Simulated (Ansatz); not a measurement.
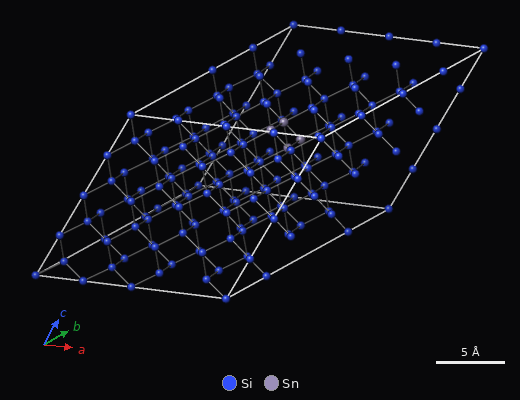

This is the input geometry for a relaxation of solid Si124Sn4 (a generated structure, set up in P1). The picture is a ball-and-stick view of the cell of the calculation (origin shifted), seen from a free direction.

Computed with Ansatz, DFT, PBEsol, PAW, plane waves.

(plane-wave cutoff 420 eV; k-point mesh 1 × 1 × 1; mesh shifted by (0.5, 0.5, 0.5); no spin polarisation; cell relaxed at fixed shape; force threshold 0.03 eV/Å; at most 80 steps)

```
Si Sn
1.0
     0.00000   10.93198   10.93198
    10.93198    0.00000   10.93198
    10.93198   10.93198    0.00000
Si Sn
124 4
Cartesian
  21.8557 21.8517 21.8559
  10.9197 5.4903 16.3957
  16.4350 21.8420 16.4245
  16.3576 5.4763 10.9359
  5.4670 5.4651 5.5028
  16.4041 16.3929 10.9472
  16.3672 10.9199 16.3625
  5.4659 10.9221 10.9413
  10.9317 5.4907 5.4737
  10.9538 5.4971 10.9326
  10.9530 10.9541 5.4512
  10.9392 10.9073 10.9477
  10.9419 10.9424 16.3682
  10.9207 16.4493 10.9147
  16.4110 10.9433 10.9454
  16.3838 16.4253 16.4091
  1.3714 1.4024 1.3842
  1.3583 6.8375 6.8141
  6.8325 1.3549 6.8609
  6.8033 6.8235 1.3605
  6.8377 6.8655 6.8168
  6.8039 6.8358 12.2721
  6.8730 12.3255 6.8467
  6.8430 12.2999 12.2953
  12.2671 6.8443 6.8458
  12.3023 6.8493 12.3161
  12.2921 12.2909 12.3438
  12.2917 12.2954 17.7841
  12.2856 17.7892 12.3316
  17.7465 12.2941 12.3455
  17.7712 17.7761 17.7707
  2.7598 2.7639 0.0081
  2.7409 8.1752 5.4388
  13.6474 19.1059 10.9226
  8.2180 13.6375 16.4032
  8.2187 2.7452 10.9042
  19.1533 19.1307 21.8370
  8.2009 8.2112 5.4580
  8.2276 8.1873 10.9467
  19.1279 19.1289 16.4096
  8.2072 13.6666 5.4680
  8.1765 13.7009 10.9286
  13.6578 8.2161 5.4739
  13.6859 8.1945 10.9390
  13.6779 13.6860 10.9594
  13.6747 13.6536 16.4059
  4.0910 4.0858 1.3753
  4.0999 4.1111 6.8197
  4.1047 9.5819 6.8261
  4.1392 9.5736 12.3243
  9.5310 4.1228 6.8432
  9.5940 4.0869 12.3329
  9.5830 9.5605 1.3301
  9.5467 9.5496 6.8200
  9.6064 9.5420 12.3116
  9.5611 9.5798 17.7288
  9.5475 15.0137 6.8267
  9.5617 15.0287 12.2931
  15.0255 9.6073 6.8624
  15.0232 9.5915 12.2889
  15.0367 15.0243 12.3207
  15.0170 15.0179 17.7693
  13.6340 10.9322 2.7407
  13.6886 5.4867 13.6565
  2.7707 5.4492 8.1934
  13.6878 10.9206 19.0794
  8.2100 10.9247 19.1076
  8.2096 16.3808 13.6581
  8.2071 5.4985 8.2074
  19.1291 16.4231 13.7013
  8.1925 10.9140 2.7301
  8.1989 10.9308 8.2239
  8.1683 10.9634 13.6438
  19.1455 16.4062 19.1241
  13.6574 16.3723 19.1413
  13.6981 10.9383 13.6398
  13.6773 16.3722 13.7070
  4.0859 1.3825 4.0644
  4.0742 6.7862 4.1036
  4.0951 6.8133 9.5357
  4.0982 12.2793 9.6041
  9.5713 1.3951 9.5703
  9.5844 6.8461 4.0716
  9.5546 6.8391 9.5542
  9.5450 6.8154 15.0443
  9.5482 12.3216 4.1014
  9.5931 12.3039 9.5490
  9.5864 12.3148 15.0236
  9.5737 17.7752 9.6094
  15.0622 6.8182 9.5674
  15.0261 12.2975 9.5856
  15.0536 12.3070 15.0336
  15.0450 17.7482 14.9982
  10.9140 2.7560 13.6689
  10.9376 8.2279 19.1442
  5.4550 13.6356 13.6525
  5.5060 2.7486 8.1683
  16.3779 8.1800 13.6575
  5.4455 8.1952 8.2002
  16.4048 19.0937 13.6552
  16.4064 13.6900 19.1375
  10.9610 13.6553 19.0977
  10.9399 8.2135 2.7306
  10.9366 8.2359 8.2068
  10.9216 8.1750 13.6826
  10.9084 13.7185 8.1959
  10.9072 13.6812 13.6951
  16.3967 19.1008 19.1442
  16.4213 13.6714 13.6892
  1.3516 9.5531 9.5890
  6.8045 4.1008 4.1045
  6.8713 4.1123 9.5940
  6.8482 9.5572 4.0876
  6.8369 9.5721 9.5805
  6.8168 9.5509 15.0447
  6.7960 15.0310 9.5272
  12.3043 4.1167 9.6040
  12.2665 9.5711 4.1400
  12.2986 9.5648 9.5542
  12.2633 9.5747 15.0225
  12.2950 15.0206 9.5823
  12.3187 15.0151 15.0075
  17.7867 9.5917 9.5654
  17.7460 15.0374 14.9891
  12.2882 12.3009 6.8167
  2.7082 2.7557 5.4583
  13.6673 10.9492 8.1816
  1.3822 4.0962 4.0777
```

### Where does the relaxation end?

The energy falls by 39.4 meV per atom in 4 geometry steps. Largest force component: 4.6 eV/Å at the start, 0.025 eV/Å at the end. The pressure goes from 0.71 to 0.00 GPa. The atom that moves furthest is Si11 (0.29 Å along [−1 −1 −2]). Largest moves by element: Si 0.29 Å, Sn 0.25 Å. The cell stays as it was. Among the contacts that change: Sn126–Sn128 2.337 → 2.678 Å, Sn125–Sn127 2.365 → 2.678 Å, Sn125–Sn126 2.366 → 2.678 Å, Si59–Sn127 2.321 → 2.521 Å. Bond angles that change, for instance: Sn125–Sn126–Sn128 110.6° → 98.1°, Sn126–Sn125–Sn127 109.5° → 98.2°, Si108–Si59–Sn127 111.2° → 101.8°. The space group stays P1 (No. 1).

Step by step:

```
step  E − E(0), meV/atom  largest force component, eV/Å  pressure, GPa
   0                0.00                         4.6255           0.71
   1              -35.24                         0.6459          -0.27
   2              -39.23                         0.1846           0.17
   3              -39.37                         0.0252           0.00
   4              -39.36                         0.0252           0.00
```

After the run, drawn alike:

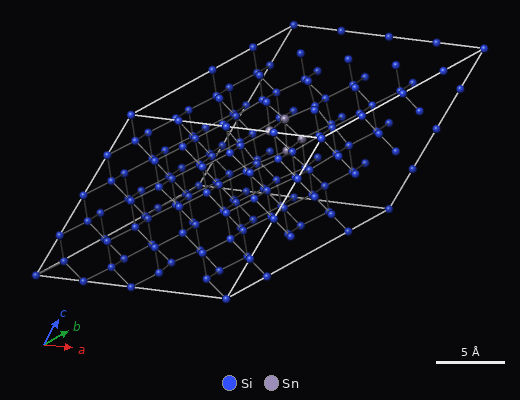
